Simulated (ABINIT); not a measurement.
# WSe2 (P6_3/mmc): G0W0 with ABINIT, start to end

Aim: the G0W0 gap of WSe2 (P6_3/mmc) on PBE, step by step.

Method: PBE and many-body steps on it, plane waves, in ABINIT 10.8.3.

The database entry behind the starting cell differs from later determinations by our own check (a about 0.2 % long), so it need not match the best structure at ambient conditions.

## Step 1: The starting structure

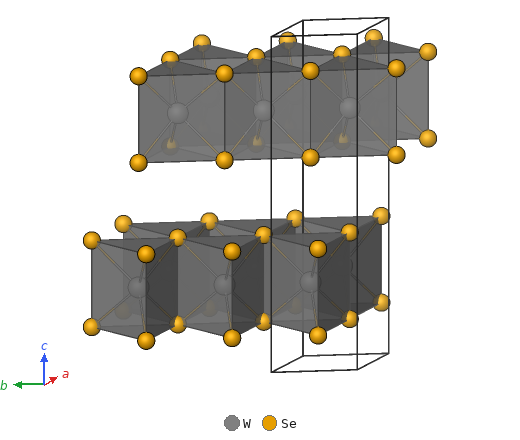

Start, viewed from a free direction; tungsten grey, selenium orange. 2×3×1 cells are drawn. Some periodic images of atoms are drawn too.

The cell and positions come from the Crystallography Open Database and are kept as given unless a step says otherwise. Spin-orbit coupling is left out unless a step names it.

## Step 2: Ground state

This step: ABINIT 10.8.3; DFT, PBE, plane waves, norm-conserving pseudopotentials.

The ground-state density comes first.

run.abi reads:

```
acell 3*1.0 Angstrom
rprim 
  3.290000000028 -0.000000000007 0.000000000000
  -1.645000000008 2.849223578479 0.000000000000
  0.000000000000 0.000000000000 12.970000000000
ntypat 2
znucl 74 34
natom 6
typat 1 1 2 2 2 2
xred 
  0.333333333333 0.666666666667 0.250000000000
  0.666666666667 0.333333333333 0.750000000000
  0.333333333333 0.666666666667 0.621000000000
  0.666666666667 0.333333333333 0.121000000000
  0.333333333333 0.666666666667 0.879000000000
  0.666666666667 0.333333333333 0.379000000000
pp_dirpath "pseudos"
pseudos "W.upf, Se.upf"
ecut 58
ngkpt 6 6 2
nshiftk 1
shiftk 0 0 0
kptopt 1
chksymbreak 0
nband 69
occopt 1
tolvrs 1e-08
nstep 60
prtwf 0
indata_prefix "in"
outdata_prefix "out"
tmpdata_prefix "tmp"
```

The run is started by

```
$ OMP_NUM_THREADS=1 mpirun -n 4 abinit run.abi > log
```

Numbers of over 12 decimals in the logs are rounded to 6 here.

The log of the run:

```text
.Version 10.8.3 of ABINIT. v10.8.2 released Aug 2026.

 Symmetries : space group P6_3/m m c (#194); Bravais hP (primitive hexag.)
================================================================================
 Values of the parameters that define the memory need of the present run
     intxc =       0    ionmov =       0      iscf =       7    lmnmax =       8
     lnmax =       8     mgfft =     180  mpssoang =       4    mqgrid =    8403
     natom =       6  nloc_mem =       1    nspden =       1   nspinor =       1
    nsppol =       1      nsym =      24    n1xccc =    2501    ntypat =       2
    occopt =       1   xclevel =       2
-    mband =          69        mffmem =           1         mkmem =           4
       mpw =       17347          nfft =      364500          nkpt =          14
================================================================================
  Rough estimation (10% accuracy) of disk space for files :
================================================================================

--------------------------------------------------------------------------------
------------- Echo of variables that govern the present computation ------------
--------------------------------------------------------------------------------
 -outvars: echo values of preprocessed input variables --------
            acell      1.8897261259E+00  1.8897261259E+00  1.8897261259E+00 Bohr

      chksymbreak           0
             ecut      5.80000000E+01 Hartree
-          fftalg         312

              ixc     -101130
              kpt      0.00000000E+00  0.00000000E+00  0.00000000E+00
                       1.66666667E-01  0.00000000E+00  0.00000000E+00
                       3.33333333E-01  0.00000000E+00  0.00000000E+00
                       5.00000000E-01  0.00000000E+00  0.00000000E+00
                       1.66666667E-01  1.66666667E-01  0.00000000E+00
                       3.33333333E-01  1.66666667E-01  0.00000000E+00
                       3.33333333E-01  3.33333333E-01  0.00000000E+00
                       0.00000000E+00  0.00000000E+00  5.00000000E-01
                       1.66666667E-01  0.00000000E+00  5.00000000E-01
                       3.33333333E-01  0.00000000E+00  5.00000000E-01
                       5.00000000E-01  0.00000000E+00  5.00000000E-01
[...]
kptrlatt        6    0    0      0    6    0      0    0    2
          kptrlen      3.73031937E+01
P           mkmem           4
            natom           6
            nband          69
            ngfft          45      45     180
             nkpt          14
            nstep          60
             nsym          24
           ntypat           2
              occ      2.000000  2.000000  2.000000  2.000000  2.000000  2.000000
                       2.000000  2.000000  2.000000  2.000000  2.000000  2.000000
                       2.000000  2.000000  2.000000  2.000000  2.000000  2.000000
                       2.000000  2.000000  2.000000  2.000000  2.000000  2.000000
                       2.000000  2.000000  2.000000  2.000000  2.000000  2.000000
                       2.000000  2.000000  2.000000  2.000000  2.000000  2.000000
                       2.000000  2.000000  2.000000  2.000000  2.000000  2.000000
                       2.000000  2.000000  2.000000  2.000000  2.000000  2.000000
                       2.000000  2.000000  2.000000  2.000000  2.000000  2.000000
                       2.000000  2.000000  2.000000  2.000000  2.000000  2.000000
                       2.000000  2.000000  0.000000  0.000000  0.000000  0.000000
[...]
prtwf           0
            rprim      3.2900000000E+00 -7.0000000000E-12  0.0000000000E+00
[...]
spgroup         194

           tolvrs      1.00000000E-08

             xred      3.3333333333E-01  6.6666666667E-01  2.5000000000E-01
[...]
znucl       74.00000   34.00000

================================================================================

 chkinp: Checking input parameters for consistency.

================================================================================
== DATASET  1 ==================================================================
-   mpi_nproc: 4, omp_nthreads: 1 (-1 if OMP is not activated)

--- !DatasetInfo
iteration_state: {dtset: 1, }
dimensions: {natom: 6, nkpt: 14, mband: 69, nsppol: 1, nspinor: 1, nspden: 1, mpw: 17347, }
cutoff_energies: {ecut:  58.0, pawecutdg:  -1.0, }
electrons: {nelect:   1.24000000E+02, charge:   0.00000000E+00, occopt:   1.00000000E+00, tsmear:   1.00000000E-02, }

 Real(R)+Recip(G) space primitive vectors, cartesian coordinates (Bohr,Bohr^-1):
 R(1)=  6.2171990  0.0000000  0.0000000  G(1)=  0.1608441  0.0928634  0.0000000
 R(2)= -3.1085995  5.3842522  0.0000000  G(2)=  0.0000000  0.1857268  0.0000000
 R(3)=  0.0000000  0.0000000 24.5097479  G(3)=  0.0000000  0.0000000  0.0408001
 Unit cell volume ucvol=  8.2046301E+02 bohr^3
 Angles (23,13,12)=  9.00000000E+01  9.00000000E+01  1.20000000E+02 degrees

 getcut: wavevector=  0.0000  0.0000  0.0000  ngfft=  45  45 180
         ecut(hartree)=     58.000   => boxcut(ratio)=   2.06433

--- Pseudopotential description ------------------------------------------------
[...]
Cartesian components of stress tensor (hartree/bohr^3)
  sigma(1 1)= -1.15630396E-04  sigma(3 2)=  0.00000000E+00
  sigma(2 2)= -1.15630396E-04  sigma(3 1)=  0.00000000E+00
  sigma(3 3)= -1.49125236E-04  sigma(2 1)=  0.00000000E+00

--- !ResultsGS
iteration_state: {dtset: 1, }
comment   : Summary of ground state results
lattice_vectors:
- [  6.2171990,  -0.0000000,   0.0000000, ]
- [ -3.1085995,   5.3842522,   0.0000000, ]
- [  0.0000000,   0.0000000,  24.5097479, ]
lattice_lengths: [   6.21720,    6.21720,   24.50975, ]
lattice_angles: [ 90.000,  90.000, 120.000, ] # degrees, (23, 13, 12)
lattice_volume:   8.2046301E+02
convergence: {deltae:  1.176E-10, res2:  7.446E-09, residm:  3.605E-03, diffor: null, }
etotal    :  -1.50487545E+03
entropy   :   0.00000000E+00
fermie    :   3.61147283E-01
cartesian_stress_tensor: # hartree/bohr^3
- [ -1.15630396E-04,   0.00000000E+00,   0.00000000E+00, ]
- [  0.00000000E+00,  -1.15630396E-04,   0.00000000E+00, ]
- [  0.00000000E+00,   0.00000000E+00,  -1.49125236E-04, ]
pressure_GPa:   3.7304E+00
xred      :
- [  3.3333E-01,   6.6667E-01,   2.5000E-01,  W]
- [  6.6667E-01,   3.3333E-01,   7.5000E-01,  W]
- [  3.3333E-01,   6.6667E-01,   6.2100E-01, Se]
- [  6.6667E-01,   3.3333E-01,   1.2100E-01, Se]
- [  3.3333E-01,   6.6667E-01,   8.7900E-01, Se]
- [  6.6667E-01,   3.3333E-01,   3.7900E-01, Se]
cartesian_forces: # hartree/bohr
- [  1.85870451E-27,   7.52019979E-27,   7.22801448E-20, ]
- [  1.83704970E-27,   7.38267328E-27,   7.22801448E-20, ]
- [ -9.23938554E-27,  -1.81284949E-26,  -3.50345895E-03, ]
- [ -9.23938554E-27,   2.66801436E-26,  -3.50345895E-03, ]
- [ -9.23938554E-27,  -1.17272609E-26,   3.50345895E-03, ]
- [  2.40224024E-26,  -1.17272609E-26,   3.50345895E-03, ]
force_length_stats: {min:   7.22801448E-20, max:   3.50345895E-03, mean:   2.33563930E-03, }

 Integrated electronic density in atomic spheres:
 ------------------------------------------------
 Atom  Sphere_radius  Integrated_density
[...]
================================================================================

 ----iterations are completed or convergence reached----

 Mean square residual over all n,k,spin=   66.756E-07; max=  36.048E-04
 reduced coordinates (array xred) for    6 atoms
[...]
0.666666666667      0.333333333333      0.750000000000
       0.333333333333      0.666666666667      0.621000000000
       0.666666666667      0.333333333333      0.121000000000
       0.333333333333      0.666666666667      0.879000000000
       0.666666666667      0.333333333333      0.379000000000
 rms dE/dt=  4.0479E-02; max dE/dt=  8.5869E-02; dE/dt below (all hartree)
    1      -0.000000000000     -0.000000000000      0.000000000000
    2       0.000000000000      0.000000000000      0.000000000000
    3       0.000000000000      0.000000000000      0.085868895552
    4       0.000000000000     -0.000000000000      0.085868895552
    5       0.000000000000      0.000000000000     -0.085868895552
    6      -0.000000000000      0.000000000000     -0.085868895552

 cartesian coordinates (angstrom) at end:
    1      4e-12     1.899482     3.242500
    2      1.645000     0.949741     9.727500
    3      4e-12     1.899482     8.054370
    4      1.645000     0.949741     1.569370
[...]
cartesian forces (hartree/bohr) at end:
[...]
frms,max,avg= 1.6515464E-03 3.5034590E-03   0.000E+00  0.000E+00  0.000E+00 h/b

 cartesian forces (eV/Angstrom) at end:
[...]
2      0.000000     0.000000     0.000000
    3     -0.000000    -0.000000    -0.180155
    4     -0.000000     0.000000    -0.180155
    5     -0.000000    -0.000000     0.180155
    6      0.000000    -0.000000     0.180155
 frms,max,avg= 8.4925930E-02 1.8015510E-01   0.000E+00  0.000E+00  0.000E+00 e/A
 length scales=  1.889726125908  1.889726125908  1.889726125908 bohr
              =  1.000000000000  1.000000000000  1.000000000000 angstroms
 prteigrs : about to open file out_EIG
 Fermi (or HOMO) energy (hartree) =   0.36115   Average Vxc (hartree)=  -0.41983
 Eigenvalues (hartree) for nkpt=  14  k points:
 kpt#   1, nband= 69, wtk=  0.01389, kpt=  0.0000  0.0000  0.0000 (reduced coord)
  -7.29039   -7.29039   -7.29039   -7.29039   -5.06693   -5.06693   -5.06693   -5.06693
  -5.06693   -5.06693   -5.06693   -5.06693   -5.06548   -5.06548   -5.06548   -5.06548
  -2.37091   -2.37091   -1.39916   -1.39916   -1.39916   -1.39916   -1.39914   -1.39914
  -1.39913   -1.39913   -1.39792   -1.39792   -1.39791   -1.39791   -1.39788   -1.39788
  -1.39787   -1.39787   -1.39745   -1.39744   -1.39737   -1.39736   -1.05694   -1.05694
  -1.05194   -1.05194   -1.05194   -1.05194   -0.20054   -0.19132   -0.15729   -0.14185
   0.09886    0.13946    0.22806    0.26311    0.26311    0.26375    0.26375    0.30412
   0.30412    0.30615    0.30615    0.32068    0.32183    0.36115    0.45820    0.45846
   0.46005    0.46121    0.46151    0.46584    0.46920
 prteigrs : prtvol=0 or 1, do not print more k-points.

--- !EnergyTerms
iteration_state     : {dtset: 1, }
comment             : Components of total free energy in Hartree
kinetic             :  6.25794027482691E+02
hartree             :  5.72117172781043E+02
xc                  : -1.48629641281263E+02
Ewald energy        : -7.08466026466593E+02
psp_core            :  1.88883512588344E+01
local_psp           : -1.54329264058837E+03
non_local_psp       : -3.21286693528143E+02
total_energy        : -1.50487545034180E+03
total_energy_eV     : -4.09497471313454E+04
band_energy         : -2.52458523383586E+02

 Cartesian components of stress tensor (hartree/bohr^3)
  sigma(1 1)= -1.15630396E-04  sigma(3 2)=  0.00000000E+00
  sigma(2 2)= -1.15630396E-04  sigma(3 1)=  0.00000000E+00
  sigma(3 3)= -1.49125236E-04  sigma(2 1)=  0.00000000E+00

-Cartesian components of stress tensor (GPa)         [Pressure=  3.7304E+00 GPa]
- sigma(1 1)= -3.40196370E+00  sigma(3 2)=  0.00000000E+00
- sigma(2 2)= -3.40196370E+00  sigma(3 1)=  0.00000000E+00
- sigma(3 3)= -4.38741591E+00  sigma(2 1)=  0.00000000E+00

== END DATASET(S) ==============================================================
================================================================================

 -outvars: echo values of variables after computation  --------
           etotal     -1.5048754503E+03
            nband          69
             nkpt          14
          spgroup         194
 [... the other variables as echoed above ...]

 Calculation completed.
```

Run time: 5.3 min. Hardware: 4 MPI ranks of Arm Neoverse V1, shared host; peak memory 0.92 GiB.

This step gave:

| Item | Value |
| --- | --- |
| total energy | -40949.7471 eV |
| gap | 0.9782 eV |
| k of the valence top | 0, 0, 0 |
| k of the conduction bottom | 0.1667, 0.1667, 0 |
| least direct gap | 1.524 eV |
| pressure | 3.730 GPa |

The gap is indirect, with the least direct gap 0.55 eV higher.

The cutoff was set for levels, not for stress, so the pressure can be off by some GPa.

## Step 3: Empty states on the mesh, 3×3×1 mesh, 143 bands

The sums over transitions need many empty states on a uniform mesh; this step solves for them.

run.abi, as its differences from that of step 2:

```diff
@@ -19,3 +19,3 @@
 ecut 58
-ngkpt 6 6 2
+ngkpt 3 3 1
 nshiftk 1
@@ -24,7 +24,10 @@
 chksymbreak 0
-nband 69
-occopt 1
-tolvrs 1e-08
+iscf -2
+irdden 1
+istwfk *1
+nband 143
+nbdbuf 12
+tolwfr 1e-09
 nstep 60
-prtwf 0
+prtvol 0
 indata_prefix "in"
```

The run is started by

```
$ OMP_NUM_THREADS=1 mpirun -n 3 abinit run.abi > log
```

The log of the run:

```text
.Version 10.8.3 of ABINIT. v10.8.2 released Aug 2026.

 Symmetries : space group P6_3/m m c (#194); Bravais hP (primitive hexag.)
[... echo of the input left out ...]
== DATASET  1 ==================================================================
-   mpi_nproc: 3, omp_nthreads: 1 (-1 if OMP is not activated)

--- !DatasetInfo
iteration_state: {dtset: 1, }
dimensions: {natom: 6, nkpt: 3, mband: 143, nsppol: 1, nspinor: 1, nspden: 1, mpw: 17365, }
cutoff_energies: {ecut:  58.0, pawecutdg:  -1.0, }
electrons: {nelect:   1.24000000E+02, charge:   0.00000000E+00, occopt:   1.00000000E+00, tsmear:   1.00000000E-02, }

 Real(R)+Recip(G) space primitive vectors, cartesian coordinates (Bohr,Bohr^-1):
 R(1)=  6.2171990  0.0000000  0.0000000  G(1)=  0.1608441  0.0928634  0.0000000
 R(2)= -3.1085995  5.3842522  0.0000000  G(2)=  0.0000000  0.1857268  0.0000000
 R(3)=  0.0000000  0.0000000 24.5097479  G(3)=  0.0000000  0.0000000  0.0408001
 Unit cell volume ucvol=  8.2046301E+02 bohr^3
 Angles (23,13,12)=  9.00000000E+01  9.00000000E+01  1.20000000E+02 degrees

 getcut: wavevector=  0.0000  0.0000  0.0000  ngfft=  45  45 180
         ecut(hartree)=     58.000   => boxcut(ratio)=   2.06433

--- Pseudopotential description ------------------------------------------------
- W Generated using ONCVPSP code by D. R. Hamann
- 74.00000  14.00000  171031                  znucl, zion, pspdat
12 -101130 3 -1 1396                          pspcod,pspxc,lmax,lloc,mmax
     nproj     2     2     2     2
  pspatm : epsatm=   11.70739509
         --- l  ekb(1:nproj) -->
             0   12.992056    1.844411
             1    9.080024    1.409692
             2    4.470007    0.514403
[...]
pspatm: atomic psp has been read  and splines computed

- Se Generated using ONCVPSP code by D. R. Hamann
- 34.00000  24.00000  171031                  znucl, zion, pspdat
12 -101130 2 -1 1214                          pspcod,pspxc,lmax,lloc,mmax
     nproj     2     2     2     0
  pspatm : epsatm=   25.39064422
         --- l  ekb(1:nproj) -->
[...]
pspatm: atomic psp has been read  and splines computed

--------------------------------------------------------------------------------

================================================================================
 prteigrs : about to open file out_EIG
 Non-SCF case, kpt    1 (  0.00000  0.00000  0.00000), residuals and eigenvalues=
  8.11E-10  8.31E-10  2.51E-10  2.49E-10  3.70E-10  5.09E-10  6.34E-10  3.36E-10
  5.20E-10  5.36E-10  3.71E-10  4.56E-10  4.36E-10  4.43E-10  4.58E-10  3.57E-10
  6.46E-10  7.23E-10  6.73E-10  1.08E-10  7.05E-11  7.18E-10  7.13E-11  8.54E-11
[...]
2.61E-08  1.72E-08  1.06E-06  1.26E-05  1.28E-05  2.63E-04  3.46E-05
 -7.2904E+00 -7.2904E+00 -7.2904E+00 -7.2904E+00 -5.0669E+00 -5.0669E+00
 -5.0669E+00 -5.0669E+00 -5.0669E+00 -5.0669E+00 -5.0669E+00 -5.0669E+00
 -5.0655E+00 -5.0655E+00 -5.0655E+00 -5.0655E+00 -2.3709E+00 -2.3709E+00
[...]
1.4897E+00  1.5012E+00  1.5012E+00  1.5689E+00  1.5689E+00  1.5775E+00
  1.5894E+00  1.6322E+00  1.6322E+00  1.6598E+00  1.6603E+00  1.6631E+00
  1.7270E+00  1.7270E+00  1.7542E+00  1.7544E+00  1.7693E+00
 prteigrs : prtvol=0 or 1, do not print more k-points.

--- !ResultsGS
iteration_state: {dtset: 1, }
comment   : Summary of ground state results
lattice_vectors:
- [  6.2171990,  -0.0000000,   0.0000000, ]
- [ -3.1085995,   5.3842522,   0.0000000, ]
- [  0.0000000,   0.0000000,  24.5097479, ]
lattice_lengths: [   6.21720,    6.21720,   24.50975, ]
lattice_angles: [ 90.000,  90.000, 120.000, ] # degrees, (23, 13, 12)
lattice_volume:   8.2046301E+02
convergence: {deltae:  0.000E+00, res2:  0.000E+00, residm:  9.962E-10, diffor:  0.000E+00, }
etotal    :  -1.50487545E+03
entropy   :   0.00000000E+00
fermie    :   3.61147283E-01
cartesian_stress_tensor: null
pressure_GPa: null
xred      :
- [  3.3333E-01,   6.6667E-01,   2.5000E-01,  W]
- [  6.6667E-01,   3.3333E-01,   7.5000E-01,  W]
- [  3.3333E-01,   6.6667E-01,   6.2100E-01, Se]
- [  6.6667E-01,   3.3333E-01,   1.2100E-01, Se]
- [  3.3333E-01,   6.6667E-01,   8.7900E-01, Se]
- [  6.6667E-01,   3.3333E-01,   3.7900E-01, Se]
cartesian_forces: null
force_length_stats: {min: null, max: null, mean: null, }

 Integrated electronic density in atomic spheres:
 ------------------------------------------------
 Atom  Sphere_radius  Integrated_density
[...]
================================================================================

 ----iterations are completed or convergence reached----

 Mean square residual over all n,k,spin=   45.725E-11; max=  99.623E-11
 reduced coordinates (array xred) for    6 atoms
[...]
0.333333333333      0.666666666667      0.879000000000
       0.666666666667      0.333333333333      0.379000000000

 cartesian coordinates (angstrom) at end:
    1      4e-12     1.899482     3.242500
    2      1.645000     0.949741     9.727500
    3      4e-12     1.899482     8.054370
    4      1.645000     0.949741     1.569370
    5      4e-12     1.899482    11.400630
    6      1.645000     0.949741     4.915630
 length scales=  1.889726125908  1.889726125908  1.889726125908 bohr
              =  1.000000000000  1.000000000000  1.000000000000 angstroms
 prteigrs : about to open file out_EIG
 Eigenvalues (hartree) for nkpt=   3  k points:
 kpt#   1, nband=143, wtk=  0.11111, kpt=  0.0000  0.0000  0.0000 (reduced coord)
[...]
1.41234    1.41234    1.46046    1.46046    1.47476    1.47610    1.48974    1.50117
   1.50117    1.56895    1.56895    1.57747    1.58936    1.63221    1.63221    1.65980
   1.66031    1.66309    1.72697    1.72697    1.75422    1.75435    1.76927
 prteigrs : prtvol=0 or 1, do not print more k-points.

== END DATASET(S) ==============================================================
================================================================================

 -outvars: echo values of variables after computation  --------
            nband         143
             nkpt           3
          spgroup         194
 [... the other variables as echoed above ...]

 Calculation completed.
```

Elapsed: 2.1 min, on 3 MPI ranks; peak memory 0.41 GiB.

This step gave:

```
gap                                                           : 1.330 eV
k of the valence top                                          : 0, 0, 0
k of the conduction bottom                                    : 0.3333, 0.3333, 0
least direct gap                                              : 1.524 eV
k points computed                                             : 3
lowest point of the top converged band, above the valence top : 32.10 eV
```

On this mesh the gap is 1.330 eV. The earlier step found 0.978 eV, so this mesh misses an edge.

(Part 1 of 2 ends here.)

[Paths, hosts, dates, memory and timing lines, banners, echoed tables and standing remarks are left out of the program output.]

[Logs are printed without paths, hosts, clocks, repeated set-up lines and the standing remarks that a program may print on its own settings, such as how far it seeks lower states.]

[Runs of the session that timed out or met a known fault of the program may be left out.]

[Hosts, paths, dates, database ids (printed as entryN), source tags and the programs' standing remarks are cut or masked in the printed files.]

[G0W0 gaps are taken among the corrected bands and points alone; a level outside them can change the order at an edge.]

[Where Ansatz stands beside ABINIT at settings called matched, ABINIT's density can come from a denser mesh and the files from another edition; pairs whose starting gaps differed by over 0.03 eV were left out, so agreement reads better than it is.]
